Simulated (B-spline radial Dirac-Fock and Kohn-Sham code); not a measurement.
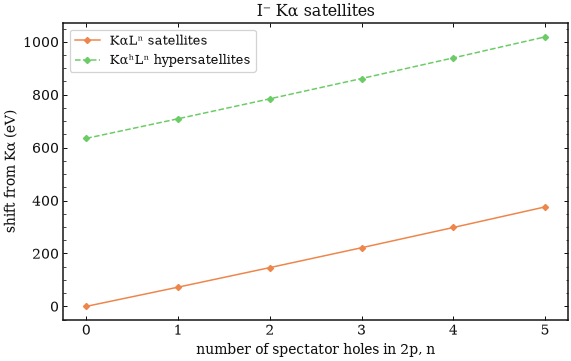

Shifts of Kα satellites and hypersatellites with the number of spectator holes in 2p, counted from the Kα line without spectators. Species: I⁻ in the configuration [Xe], inside a Watson sphere of charge +1 and radius 2.64 Å that stands in for a crystal. Method: Dirac–Fock ΔSCF (average of configuration, Fermi nucleus, Breit and QED terms, no correlation) (computed with a radial B-spline solver).

What can be read from it?

The Kα centroid lies at 28.512 keV. One spectator hole shifts it by 72.6 eV and 5 holes by 376 eV; the steps grow from 72.6 eV to 77.8 eV. The hypersatellite (both 1s electrons missing) lies 635 eV above Kα as an average over its terms.
